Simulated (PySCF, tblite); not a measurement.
**C₆H₇N₂S radical: geometry, infrared bands and EPR parameters**

What infrared bands and EPR parameters should C₆H₇N₂S radical (`[H]/[C]=C(/C)Cc1cnsn1`) show?

Programs: tblite 0.8.0 and PySCF 2.14.0, with density-fitted response routines of our own. Each step states its level of theory. These are calculated values for one molecule in the gas phase, unless marked as measured. Atoms are numbered from 0 throughout.

## 1. Starting geometry

16 atoms, charge 0, multiplicity 2; geometry from: force field or distance geometry start.

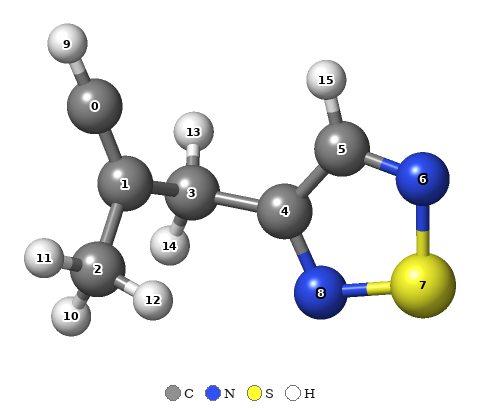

The starting geometry (carbon grey, nitrogen blue, sulfur yellow, hydrogen white), atoms numbered.

## 2. Geometry optimisation with GFN2-xTB

Job settings and geometry (Å):

```
{"job": {"kind": "relax", "xc": "GFN2-xTB", "basis": "xTB"}, "charge": 0, "multiplicity": 2}
C     -1.219800     1.720400     0.714800
C     -1.112000     0.576800     0.098900
C     -1.818200    -0.663700     0.589600
C     -0.245800     0.401600    -1.133100
C      1.039300    -0.313600    -0.822800
C      2.154500     0.236900    -0.123400
N      3.213100    -0.565900     0.018300
S      2.763100    -1.987000    -0.731000
N      1.224700    -1.574400    -1.250300
H     -1.341700     2.657400     1.221300
H     -2.431100    -1.091700    -0.223400
H     -2.506300    -0.436700     1.420400
H     -1.119100    -1.413800     0.941000
H     -0.009800     1.371900    -1.568900
H     -0.817900    -0.141400    -1.886900
H      2.219400     1.232200     0.314700
```

Started as:

```console
$ OMP_NUM_THREADS=1 python probes_run.py task.json out
```

The driver reads the jobs from task.json and runs them one after another.

Standard output:

```text
step      E/eV     max force
  0    -690.16592    2.736
  1    -690.34685    1.325
  2    -690.38738    1.558
  3    -690.40900    0.302
  4    -690.41218    0.195
  5    -690.41503    0.151
  6    -690.41846    0.210
  7    -690.42069    0.161
  8    -690.42198    0.079
  9    -690.42276    0.071
 10    -690.42363    0.089
 11    -690.42462    0.107
 12    -690.42564    0.091
 13    -690.42661    0.079
 14    -690.42774    0.085
 15    -690.42919    0.130
 16    -690.43073    0.136
 17    -690.43192    0.080
 18    -690.43273    0.069
 19    -690.43345    0.080
 20    -690.43432    0.110
 21    -690.43539    0.109
 22    -690.43664    0.091
 23    -690.43825    0.114
 24    -690.44084    0.166
 25    -690.44512    0.289
 26    -690.45091    0.343
 27    -690.46112    0.288
 28    -690.47217    0.286
 29    -690.48164    0.340
 30    -690.48314    0.633
 31    -690.49481    0.255
 32    -690.49937    0.169
 33    -690.50966    0.219
 34    -690.51707    0.317
 35    -690.53025    0.366
 36    -690.54011    0.260
 37    -690.54456    0.135
 38    -690.54628    0.107
 39    -690.54756    0.103
 40    -690.54862    0.078
 41    -690.54928    0.066
 42    -690.54973    0.061
 43    -690.55031    0.059
 44    -690.55086    0.053
 45    -690.55126    0.061
 46    -690.55155    0.054
 47    -690.55191    0.041
 48    -690.55241    0.064
 49    -690.55305    0.073
 50    -690.55367    0.059
 51    -690.55409    0.046
 52    -690.55433    0.039
 53    -690.55446    0.029
 54    -690.55453    0.027
 55    -690.55459    0.020
 56    -690.55465    0.019
 57    -690.55470    0.022
 58    -690.55476    0.027
 59    -690.55487    0.034
 60    -690.55505    0.045
 61    -690.55530    0.047
 62    -690.55557    0.039
 63    -690.55580    0.041
 64    -690.55602    0.037
 65    -690.55625    0.037
 66    -690.55650    0.032
 67    -690.55674    0.038
 68    -690.55698    0.040
 69    -690.55728    0.042
 70    -690.55767    0.052
 71    -690.55810    0.054
 72    -690.55854    0.057
 73    -690.55900    0.051
 74    -690.55939    0.072
 75    -690.55999    0.065
 76    -690.56066    0.047
 77    -690.56148    0.055
 78    -690.56167    0.040
 79    -690.56198    0.040
 80    -690.56218    0.044
 81    -690.56236    0.041
 82    -690.56251    0.028
 83    -690.56260    0.018
 84    -690.56264    0.016
 85    -690.56269    0.017
 86    -690.56274    0.016
 87    -690.56278    0.017
 88    -690.56281    0.013
 89    -690.56284    0.012
 90    -690.56287    0.015
 91    -690.56291    0.016
 92    -690.56296    0.020
 93    -690.56304    0.023
 94    -690.56317    0.026
 95    -690.56338    0.045
 96    -690.56374    0.065
 97    -690.56425    0.072
 98    -690.56476    0.059
 99    -690.56512    0.046
100    -690.56535    0.041
101    -690.56552    0.029
102    -690.56564    0.025
103    -690.56573    0.030
104    -690.56579    0.017
105    -690.56583    0.011
106    -690.56585    0.006
```

It took 0.61 s on 1 thread of Arm Neoverse V2, shared host.

Relaxation path: (not every step is listed)

| step | energy from step 0 (eV) | largest force (eV/Å) |
| --- | --- | --- |
| 0 | 0.0000 | 2.7363 |
| 1 | -0.1809 | 1.3247 |
| 2 | -0.2215 | 1.5583 |
| 3 | -0.2431 | 0.3025 |
| 4 | -0.2463 | 0.1954 |
| 5 | -0.2491 | 0.1507 |
| 6 | -0.2525 | 0.2104 |
| 7 | -0.2548 | 0.1613 |
| 8 | -0.2561 | 0.0793 |
| 17 | -0.2660 | 0.0804 |
| 26 | -0.2850 | 0.3432 |
| 35 | -0.3643 | 0.3659 |
| 44 | -0.3849 | 0.0533 |
| 53 | -0.3885 | 0.0286 |
| 62 | -0.3896 | 0.0386 |
| 71 | -0.3922 | 0.0538 |
| 80 | -0.3963 | 0.0442 |
| 89 | -0.3969 | 0.0121 |
| 98 | -0.3988 | 0.0590 |
| 101 | -0.3996 | 0.0291 |
| 102 | -0.3997 | 0.0246 |
| 103 | -0.3998 | 0.0297 |
| 104 | -0.3999 | 0.0171 |
| 105 | -0.3999 | 0.0111 |
| 106 | -0.3999 | 0.0061 |

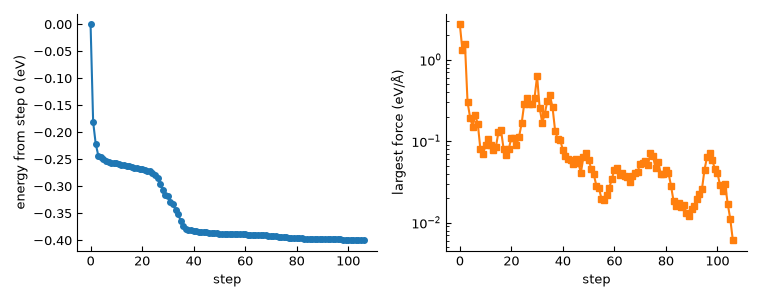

Energy and largest force along the relaxation.

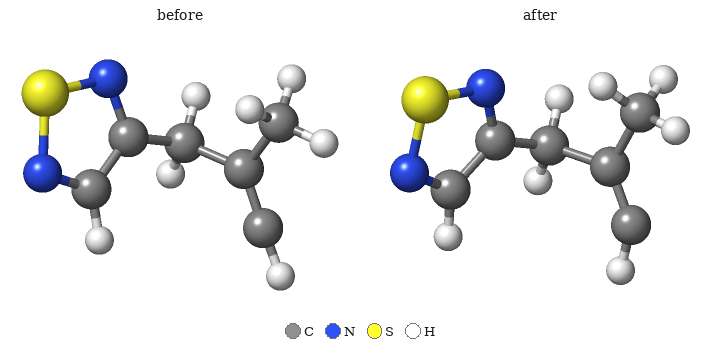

Before and after, at one scale.

Close pairs (by a distance rule), those that changed most:

```csv
bond,before (Å),after (Å),change (Å)
S7–N8,1.675,1.622,-0.053
N6–S7,1.668,1.625,-0.043
C1–C3,1.516,1.552,+0.036
C5–N6,1.336,1.309,-0.027
C3–C4,1.503,1.479,-0.024
C4–N8,1.344,1.321,-0.023
C2–H11,1.102,1.086,-0.016
C0–C1,1.303,1.288,-0.016
```

The next job starts from the end point, and lists it.

## 3. Vibrational analysis with GFN2-xTB

Job settings and geometry (Å):

```
{"job": {"kind": "ir", "xc": "GFN2-xTB", "basis": "xTB"}, "charge": 0, "multiplicity": 2}
C     -1.273196     1.583491     0.912739
C     -1.156851     0.523078     0.191317
C     -1.841090    -0.785553     0.458249
C     -0.259345     0.482515    -1.074579
C      0.992135    -0.226617    -0.729966
C      2.194550     0.369459    -0.274157
N      3.128967    -0.501110     0.013539
S      2.554605    -1.997674    -0.256006
N      1.079356    -1.544976    -0.755709
H     -0.931354     2.588119     0.969143
H     -2.632750    -0.940679    -0.274166
H     -2.275689    -0.798666     1.453317
H     -1.125902    -1.600382     0.360316
H     -0.039316     1.496121    -1.406751
H     -0.803302    -0.059578    -1.847298
H      2.381584     1.421395    -0.160917
```

Standard output:

```text
mode    cm-1     km/mol
  1      42.4      0.25
  2      66.5      0.63
  3      92.6      0.10
  4     160.5      0.05
  5     266.6      1.07
  6     266.9      4.13
  7     357.4      1.01
  8     388.0      2.02
  9     456.0      3.06
 10     493.2     26.82
 11     607.2      1.99
 12     664.0      7.77
 13     670.3     30.22
 14     678.3    110.36
 15     720.7     12.57
 16     793.1     68.67
 17     816.6      4.52
 18     830.6      4.00
 19     857.4     57.69
 20     915.7     12.72
 21    1003.5     14.35
 22    1032.5      0.08
 23    1037.0      1.17
 24    1095.8     51.31
 25    1104.8     28.68
 26    1149.1      3.89
 27    1230.7      4.51
 28    1341.4     12.13
 29    1392.5      3.71
 30    1393.7     19.99
 31    1439.6      3.77
 32    1469.8      3.75
 33    1476.3      3.53
 34    1488.8     34.19
 35    1746.2     12.12
 36    2998.8      6.09
 37    3006.0     26.17
 38    3009.0     21.09
 39    3026.7     11.37
 40    3058.5     21.48
 41    3137.5     11.03
 42    3218.9     12.07
```

Wall time 0.47 s (1 thread of Arm Neoverse V2, shared host).

Which atoms move in the most intense modes:

| cm⁻¹ | km/mol | atoms |
| --- | --- | --- |
| 493 | 26.8 | N6 41 %, C5 16 %, N8 14 %, S7 13 % |
| 670 | 30.2 | H9 71 %, C0 13 % |
| 678 | 110.4 | H9 54 %, C0 27 % |
| 793 | 68.7 | N6 51 %, S7 16 % |
| 857 | 57.7 | N8 59 %, N6 17 % |
| 1096 | 51.3 | C1 39 %, H11 27 %, C2 19 % |
| 1105 | 28.7 | H14 30 %, H13 25 %, H15 14 % |
| 1489 | 34.2 | C4 36 %, C5 27 %, N8 15 %, N6 14 % |

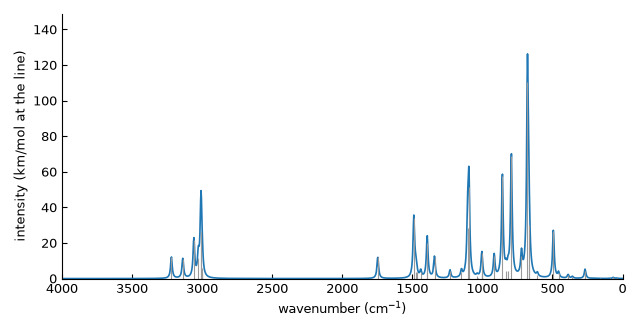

The infrared spectrum from these modes, unscaled. Lines are broadened to a width of 14 cm⁻¹ (Lorentzian).

## 4. g tensor and hyperfine couplings: B3LYP/pcH-1

The job, as its differences from that of step 3:

```diff
@@ -1,2 +1,2 @@
-{"job": {"kind": "ir", "xc": "GFN2-xTB", "basis": "xTB"}, "charge": 0, "multiplicity": 2}
+{"job": {"kind": "epr", "basis": "pcH-1"}, "charge": 0, "multiplicity": 2}
 C     -1.273196     1.583491     0.912739
```

With the program's defaults for keys left out, this is: UKS B3LYP, pcH-1 on C H N S, non-relativistic, mean-field spin-orbit, GIAO.

Standard output:

```text
UKS, coarse grid
  cycle   1  E = -740.38184377  |g| = 3.65e-01
  cycle   2  E = -740.35664300  |g| = 4.36e-01
  cycle   3  E = -740.44240781  |g| = 8.04e-02
  cycle   4  E = -740.44465115  |g| = 4.62e-02
  cycle   5  E = -740.44570187  |g| = 1.49e-02
  cycle   6  E = -740.44580426  |g| = 7.04e-03
  cycle   7  E = -740.44584063  |g| = 2.34e-03
  cycle   8  E = -740.44584817  |g| = 2.40e-03
  cycle   9  E = -740.44585244  |g| = 9.66e-04
UKS, final grid
  cycle   1  E = -740.44582560  |g| = 1.83e-03
  cycle   2  E = -740.44581835  |g| = 4.51e-03
  cycle   3  E = -740.44582743  |g| = 2.82e-04
  cycle   4  E = -740.44582752  |g| = 1.98e-04
  cycle   5  E = -740.44582761  |g| = 1.54e-04
  cycle   6  E = -740.44582763  |g| = 3.21e-05
  cycle   7  E = -740.44582763  |g| = 8.34e-06
E = -740.44582763 Eh   <S^2> = 0.7587 (exact 0.7500)
g shifts (ppm)      1          2          3
  rmc          -152       -152       -152
  gc             35          8        -18
  oz_so        -264         55        346
  total        -380        -88        176
hyperfine (MHz)  atom isotope    a_iso     a_fc   dipolar eigenvalues
    0   13C     289.24     289.36    -81.43    -60.21    141.64
    1   13C     -10.62     -10.63    -18.49      2.32     16.17
    2   13C      49.57      49.58     -4.85     -4.32      9.17
    3   13C      80.16      80.18     -8.62     -7.74     16.35
    4   13C      -6.18      -6.19     -1.08      0.18      0.90
    5   13C       1.07       1.07     -0.67     -0.18      0.86
    6   14N      -0.11      -0.11     -0.31      0.10      0.21
    7   33S      -0.01      -0.01     -0.42     -0.33      0.75
    8   14N       0.72       0.71     -0.72     -0.54      1.26
    9    1H      27.77      27.76    -32.84     -6.26     39.10
   10    1H      -9.48      -9.48     -3.14     -1.97      5.11
   11    1H      -4.13      -4.13     -6.04     -2.31      8.35
   12    1H      -3.94      -3.94     -2.85     -1.70      4.55
   13    1H      -4.36      -4.36     -6.39     -1.56      7.95
   14    1H       2.40       2.40     -4.40     -1.14      5.54
   15    1H      -0.17      -0.17     -1.36     -0.89      2.25
```

Run time: 1.8 min. Hardware: 1 thread of Arm Neoverse V2, shared host; peak memory 1.1 GiB.

Principal g values 2.00194, 2.00223, 2.00250; g(iso) = 2.00222, against 2.00232 for a free electron.

Hyperfine couplings; where a row names several nuclei, a(iso) is their mean (it holds for fast rotation or exchange) and the dipolar term the largest among them:

```csv
nuclei,isotope,a(iso) (MHz),"a(iso) (G, at g = 2.0023)",largest dipolar term (MHz)
C0,13C,289.2,103.2,141.6
C3,13C,80.2,28.6,16.4
C2,13C,49.6,17.7,9.2
H9,1H,27.8,9.9,39.1
C1,13C,-10.6,-3.8,-18.5
C4,13C,-6.2,-2.2,-1.1
"H10, H11, H12",1H,-5.9,-2.1,8.3
C5,13C,1.1,0.4,0.9
"H13, H14",1H,-1.0,-0.3,7.9
N8,14N,0.7,0.3,1.3
H15,1H,-0.2,-0.1,2.3
N6,14N,-0.1,0.0,-0.3
S7,33S,0.0,0.0,0.8
```

Mulliken spin populations:

C0 1.04; C1 -0.17; C2 0.04; C3 0.08; C4 -0.01; C5 0.01; N6 0.00; S7 0.00; N8 0.01; H9 0.00; H10 0.00; H11 0.00; H12 0.00; H13 0.00; H14 0.00; H15 0.00

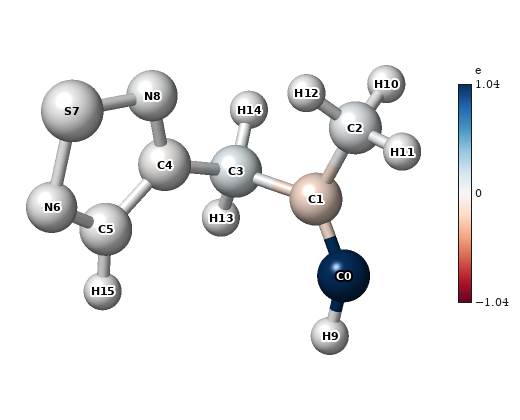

Mulliken spin populations, as colours on the atoms.

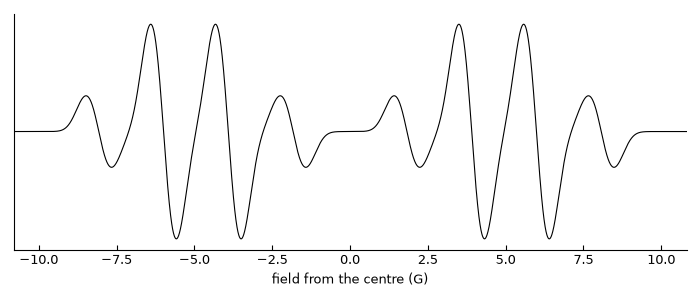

First-order isotropic spectrum (first derivative, main isotopes with spin only, couplings over 0.8 MHz, Gaussian width 0.3 G; couplings of the frozen geometry, rotation of groups not averaged beyond the rows shown).

Orbitals, density, ELF and potential are computed afterwards from the orbital file.

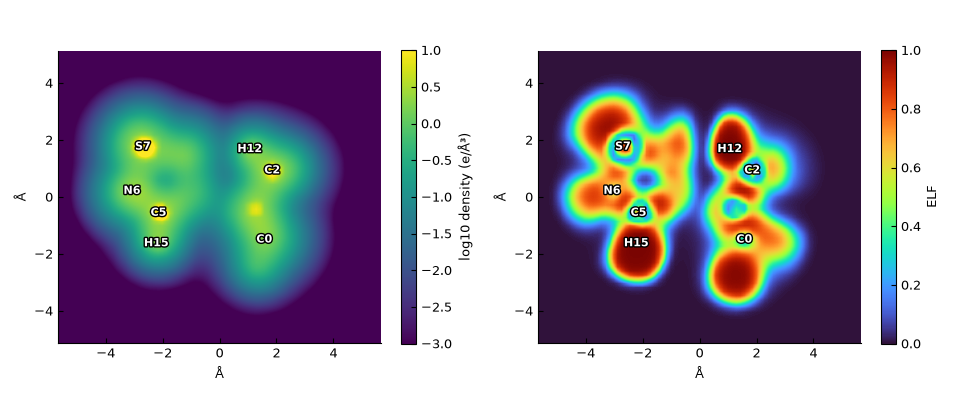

Density (left) and ELF (right) in a plane through or near 7 of the atoms.

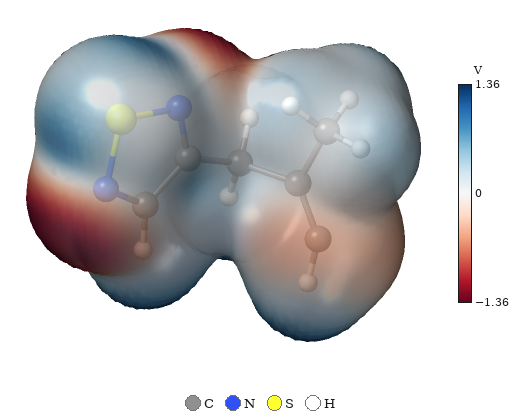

The potential that a unit positive charge feels on the 0.002 e/bohr³ surface, from -1.36 V near N6 to 1.28 V near H15.

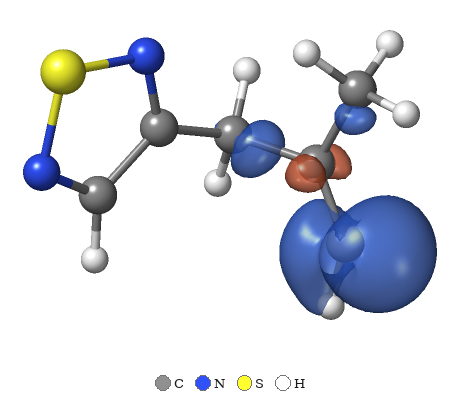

Spin density at ±0.05 e/Å³ (alpha excess blue, beta excess red).

## 5. What came out

```
                                 quantity                 value
strongest single infrared mode (GFN2-xTB)  678 cm⁻¹, 110 km/mol
             zero-point energy (GFN2-xTB)         72.9 kcal/mol
                           g(iso) (B3LYP)               2.00222
                                     ⟨S²⟩    0.759 (exact 0.75)
       largest a(iso) (averaged by class)  13C on C0, 289.2 MHz
    surface potential, least and greatest    -1.36 V and 1.28 V
```

In words: Over 106 steps the energy fell by 0.400 eV; of the close pairs, S7–N8 changed most, 1.675 to 1.622 Å. No mode is imaginary among the 42: a minimum at this level. The strongest single mode, at 678 cm⁻¹, moves mainly H9 and C0. GFN2-xTB is a fitted tight-binding method: band positions and strengths are rough. Its intensities can rank the bands wrongly. Most of the unpaired spin sits on C0 (1.04 e). The isotropic g lies 0.1 ppt below the free-electron value.
